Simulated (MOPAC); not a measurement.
**CH$_{4}$ClFGe: geometry relaxation (part 2 of 2)**

CH$_{4}$ClFGe, SMILES [CH3][GeH]([F])[Cl]; MNDO, closed shell (MOPAC 23.2.5). The atoms were displaced at random from an optimised geometry.

Geometry of the input (Å):
```
C  -0.2240  1.0392  -0.0772
Ge 0.1456  -0.8334  0.2193
F  1.8321  -0.9528  0.5344
Cl -0.1959  -1.9330  -1.5857
H  -1.2814  1.1720  -0.3744
H  0.0053  1.6218  0.7881
H  0.3894  1.3910  -0.9375
H  -0.5729  -1.5460  1.3585
```

Output, continued
```
                  EIGENVALUES
 -42.41540 -31.15298 -24.12004 -16.18318 -16.02198 -15.68033 -15.21821 -14.60960
 -14.48661 -13.32248 -12.94607 -12.57818 -12.15476  -0.48694   0.80315   1.40100
   2.35264   3.44891   3.52000   5.31546

              NET ATOMIC CHARGES AND DIPOLE CONTRIBUTIONS

  ATOM NO.   TYPE          CHARGE      No. of ELECS.   s-Pop       p-Pop
    1          C          -0.398102        4.3981     1.27062     3.12748
    2         Ge           1.760271        2.2397     0.77971     1.46002
    3          F          -0.542959        7.5430     1.87839     5.66457
    4         Cl          -0.539751        7.5398     1.98726     5.55249
    5          H           0.021689        0.9783     0.97831
    6          H           0.017967        0.9820     0.98203
    7          H           0.027196        0.9728     0.97280
    8          H          -0.346310        1.3463     1.34631
 DIPOLE           X         Y         Z       TOTAL
 POINT-CHG.    -1.494     1.695     2.679     3.504
 HYBRID         0.240     0.439    -0.194     0.537
 SUM           -1.253     2.133     2.485     3.507

          ATOMIC ORBITAL ELECTRON POPULATIONS

     Atom    s        px        py        pz
    1  C   1.27062   0.98043   1.17292   0.97413
    2 Ge   0.77971   0.43616   0.56110   0.46275
    3  F   1.87839   1.73842   1.96986   1.95628
    4 Cl   1.98726   1.97707   1.87831   1.69711
    5  H   0.97831
    6  H   0.98203
    7  H   0.97280
    8  H   1.34631

 *                    *
 * JOB ENDED NORMALLY *
 *                    *

 TOTAL JOB TIME:             0.08 SECONDS

 == MOPAC DONE ==
```

Trajectory as extended XYZ (Å, eV, eV/Å), 13 of the 42 frames kept, from step=0 to step=41
```
8
Properties=species:S:1:pos:R:3:forces:R:3 step=0 energy=-4.68213
C    -0.2240    1.0392   -0.0772   -0.2142  -1.2010  -1.4962
Ge    0.1456   -0.8334    0.2193   -0.1141   0.5864   2.0474
F     1.8321   -0.9528    0.5344    0.5381  -0.0781   0.1243
Cl   -0.1959   -1.9330   -1.5857   -0.3910  -1.0288  -1.6849
H    -1.2814    1.1720   -0.3744   -0.0142   0.2480   0.1633
H     0.0053    1.6218    0.7881    0.1621   0.9655   1.0270
H     0.3894    1.3910   -0.9375   -0.1081   0.1910   0.2438
H    -0.5729   -1.5460    1.3585    0.1413   0.3170  -0.4248
8
Properties=species:S:1:pos:R:3:forces:R:3 step=3 energy=-4.83404
C    -0.2257    1.0351   -0.0929   -0.3289  -0.7595  -0.0007
Ge    0.1486   -0.8261    0.2543    0.2911  -0.0434   0.2233
F     1.8543   -0.9454    0.5491   -0.0885  -0.0574   0.0379
Cl   -0.2137   -1.9596   -1.6420   -0.0855  -0.1669  -0.2000
H    -1.2850    1.1907   -0.3596   -0.0912   0.1194  -0.0198
H     0.0014    1.6466    0.7781    0.0476   0.4841   0.5554
H     0.3880    1.4063   -0.9164    0.2433   0.2756  -0.4729
H    -0.5734   -1.5275    1.3596    0.0122   0.1481  -0.1231
8
Properties=species:S:1:pos:R:3:forces:R:3 step=7 energy=-4.85639
C    -0.2307    1.0334   -0.0859    0.0941  -0.0740  -0.0343
Ge    0.1592   -0.8268    0.2496    0.1003   0.0693   0.0364
F     1.8576   -0.9434    0.5675   -0.0019  -0.0742  -0.0031
Cl   -0.2252   -1.9709   -1.6528   -0.0065  -0.0523  -0.0228
H    -1.2889    1.2038   -0.3500   -0.0664   0.0185  -0.0050
H    -0.0052    1.6695    0.7893   -0.0285   0.0293   0.0473
H     0.3818    1.4197   -0.9248   -0.0595   0.0362   0.0108
H    -0.5763   -1.5064    1.3473   -0.0316   0.0472  -0.0293
8
Properties=species:S:1:pos:R:3:forces:R:3 step=10 energy=-4.86037
C    -0.2348    1.0404   -0.0783   -0.0242   0.0126  -0.0145
Ge    0.1685   -0.8184    0.2396   -0.0031   0.0055  -0.0063
F     1.8603   -0.9573    0.5779    0.0197  -0.0337  -0.0357
Cl   -0.2290   -1.9863   -1.6535    0.0334   0.0258   0.0395
H    -1.2991    1.2064   -0.3337    0.0243  -0.0318   0.0013
H    -0.0206    1.6745    0.8037    0.0106  -0.0276  -0.0131
H     0.3640    1.4425   -0.9178   -0.0130   0.0516  -0.0022
H    -0.5870   -1.4814    1.3275   -0.0477  -0.0022   0.0310
8
Properties=species:S:1:pos:R:3:forces:R:3 step=14 energy=-4.86232
C    -0.2378    1.0442   -0.0810    0.0058  -0.0038   0.0068
Ge    0.1684   -0.8146    0.2402    0.0033  -0.0008   0.0000
F     1.8610   -0.9738    0.5683   -0.0065   0.0048  -0.0046
Cl   -0.2214   -1.9863   -1.6474    0.0010  -0.0014  -0.0093
H    -1.3040    1.1969   -0.3340    0.0003  -0.0070   0.0025
H    -0.0278    1.6690    0.8082   -0.0029   0.0040   0.0013
H     0.3522    1.4690   -0.9155    0.0011  -0.0086   0.0018
H    -0.6002   -1.4662    1.3301   -0.0023   0.0129   0.0014
8
Properties=species:S:1:pos:R:3:forces:R:3 step=17 energy=-4.86239
C    -0.2371    1.0439   -0.0798   -0.0017   0.0007  -0.0010
Ge    0.1681   -0.8147    0.2403    0.0027   0.0031  -0.0004
F     1.8606   -0.9735    0.5675    0.0020  -0.0012  -0.0009
Cl   -0.2209   -1.9867   -1.6482    0.0002   0.0027   0.0019
H    -1.3036    1.1944   -0.3330   -0.0033   0.0003   0.0008
H    -0.0281    1.6706    0.8082   -0.0007  -0.0032   0.0001
H     0.3524    1.4677   -0.9151    0.0027  -0.0035  -0.0003
H    -0.6014   -1.4607    1.3325   -0.0019   0.0011  -0.0002
8
Properties=species:S:1:pos:R:3:forces:R:3 step=20 energy=-4.86239
C    -0.2374    1.0437   -0.0800   -0.0006  -0.0009   0.0006
Ge    0.1682   -0.8145    0.2403    0.0010  -0.0014   0.0008
F     1.8607   -0.9739    0.5673    0.0015   0.0000   0.0001
Cl   -0.2207   -1.9864   -1.6480   -0.0006   0.0006  -0.0005
H    -1.3040    1.1942   -0.3329    0.0005   0.0009  -0.0008
H    -0.0283    1.6700    0.8083   -0.0004   0.0006  -0.0002
H     0.3526    1.4669   -0.9152   -0.0006   0.0000  -0.0001
H    -0.6019   -1.4600    1.3325   -0.0008   0.0001   0.0003
8
Properties=species:S:1:pos:R:3:forces:R:3 step=24 energy=-4.86240
C    -0.2375    1.0435   -0.0801    0.0003   0.0003  -0.0001
Ge    0.1683   -0.8146    0.2405    0.0001   0.0004  -0.0001
F     1.8608   -0.9738    0.5674   -0.0001  -0.0003   0.0001
Cl   -0.2208   -1.9862   -1.6481   -0.0003   0.0004   0.0002
H    -1.3040    1.1943   -0.3333   -0.0001  -0.0005   0.0001
H    -0.0285    1.6700    0.8080   -0.0004   0.0001  -0.0001
H     0.3526    1.4666   -0.9153    0.0003  -0.0001   0.0000
H    -0.6020   -1.4599    1.3327    0.0001  -0.0002  -0.0001
8
Properties=species:S:1:pos:R:3:forces:R:3 step=27 energy=-4.86240
C    -0.2375    1.0434   -0.0802   -0.0004  -0.0002   0.0000
Ge    0.1683   -0.8146    0.2406   -0.0001  -0.0003   0.0001
F     1.8609   -0.9739    0.5674    0.0000  -0.0001   0.0001
Cl   -0.2209   -1.9860   -1.6481   -0.0001  -0.0001  -0.0003
H    -1.3040    1.1939   -0.3335   -0.0002   0.0001  -0.0002
H    -0.0288    1.6702    0.8078    0.0001   0.0001   0.0000
H     0.3526    1.4664   -0.9155    0.0003   0.0003   0.0001
H    -0.6020   -1.4600    1.3326    0.0004   0.0002   0.0001
8
Properties=species:S:1:pos:R:3:forces:R:3 step=31 energy=-4.86240
C    -0.2375    1.0434   -0.0803   -0.0002   0.0000   0.0000
Ge    0.1684   -0.8146    0.2406   -0.0001  -0.0001   0.0000
F     1.8609   -0.9739    0.5674    0.0000   0.0000   0.0000
Cl   -0.2209   -1.9860   -1.6481   -0.0001  -0.0001   0.0000
H    -1.3040    1.1939   -0.3336   -0.0001   0.0000  -0.0001
H    -0.0289    1.6702    0.8078   -0.0001   0.0000   0.0000
H     0.3526    1.4665   -0.9154    0.0003   0.0001   0.0000
H    -0.6020   -1.4600    1.3327    0.0002   0.0001   0.0000
8
Properties=species:S:1:pos:R:3:forces:R:3 step=34 energy=-4.86240
C    -0.2375    1.0434   -0.0803   -0.0001   0.0000   0.0000
Ge    0.1684   -0.8146    0.2406    0.0001   0.0000   0.0000
F     1.8609   -0.9740    0.5674    0.0001   0.0001  -0.0002
Cl   -0.2210   -1.9859   -1.6481   -0.0001  -0.0001   0.0001
H    -1.3040    1.1938   -0.3339    0.0000   0.0000  -0.0001
H    -0.0291    1.6701    0.8078   -0.0002   0.0001   0.0001
H     0.3527    1.4665   -0.9154    0.0003   0.0001   0.0001
H    -0.6018   -1.4599    1.3328   -0.0002  -0.0001   0.0000
8
Properties=species:S:1:pos:R:3:forces:R:3 step=38 energy=-4.86240
C    -0.2376    1.0435   -0.0803    0.0001  -0.0001   0.0000
Ge    0.1684   -0.8146    0.2406    0.0001   0.0001   0.0000
F     1.8610   -0.9740    0.5673    0.0001   0.0003  -0.0001
Cl   -0.2210   -1.9860   -1.6480   -0.0002  -0.0001   0.0001
H    -1.3038    1.1937   -0.3348    0.0002  -0.0001   0.0000
H    -0.0300    1.6701    0.8082   -0.0001  -0.0002   0.0001
H     0.3534    1.4668   -0.9147    0.0001   0.0001   0.0000
H    -0.6017   -1.4599    1.3329   -0.0002   0.0000   0.0000
8
Properties=species:S:1:pos:R:3:forces:R:3 step=41 energy=-4.86240
C    -0.2375    1.0435   -0.0802   -0.0001   0.0000  -0.0001
Ge    0.1684   -0.8146    0.2406    0.0000  -0.0001   0.0000
F     1.8610   -0.9740    0.5672    0.0001   0.0001   0.0000
Cl   -0.2211   -1.9860   -1.6480   -0.0002   0.0000   0.0000
H    -1.3038    1.1938   -0.3348    0.0000  -0.0001  -0.0002
H    -0.0301    1.6700    0.8082    0.0000  -0.0001   0.0001
H     0.3535    1.4668   -0.9146    0.0001   0.0001   0.0001
H    -0.6017   -1.4599    1.3328    0.0000   0.0001   0.0000
```

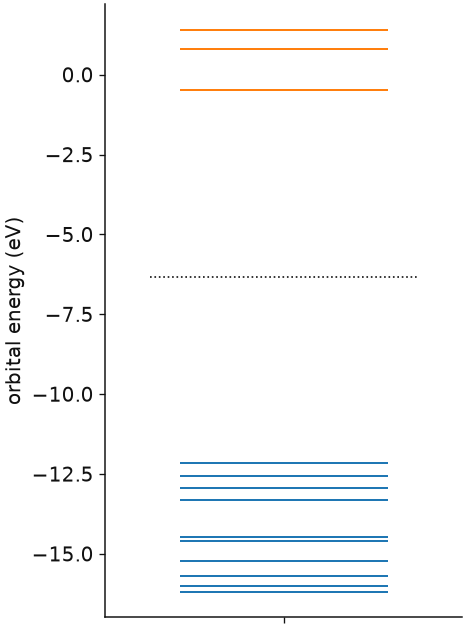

Orbital energies near the frontier; the dotted line parts filled from empty levels, and levels within 0.02 eV of each other stand side by side. Highest filled −12.15 eV, lowest empty −0.49 eV, 11.66 eV apart.

Key numbers

- outcome: converged
- total energy: −40.477312 hartree
- dispersion energy: 0.000000 hartree
- heat of formation: −112.13 kcal/mol
- basis functions: 20
- largest force: 0.000 eV/Å
- HOMO: −12.15 eV
- LUMO: −0.49 eV
- dipole moment: 3.51 D
- peak memory: 0.072 GiB

MOPAC's energies along a path are heats of formation.
